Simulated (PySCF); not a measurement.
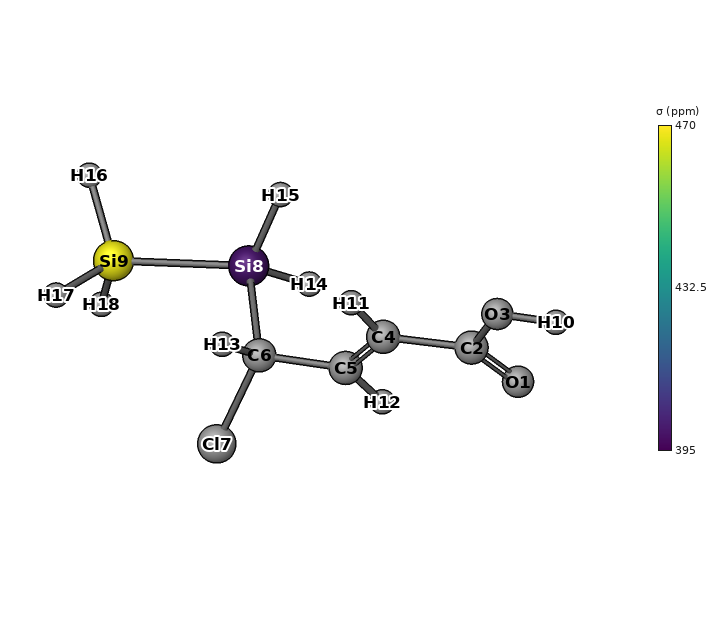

Atoms are coloured by their isotropic NMR shieldings (Si only, the others grey). Computed geometry: GFN2-xTB optimisation. No frequency run is at hand to confirm it as a minimum. Method: GIAO PBE0/pcSseg-1 NMR shielding, non-relativistic, gas phase (PySCF 2.14.0).

Give the isotropic NMR shieldings of the Si atoms atom by atom.

```csv
atom,σ (ppm)
Si8,399.6
Si9,467.4
```

The geometry is semi-empirical. Around Si such bond lengths and angles can be off by a tenth of an ångström or more and by several degrees, and values that hang on the shape move with them.
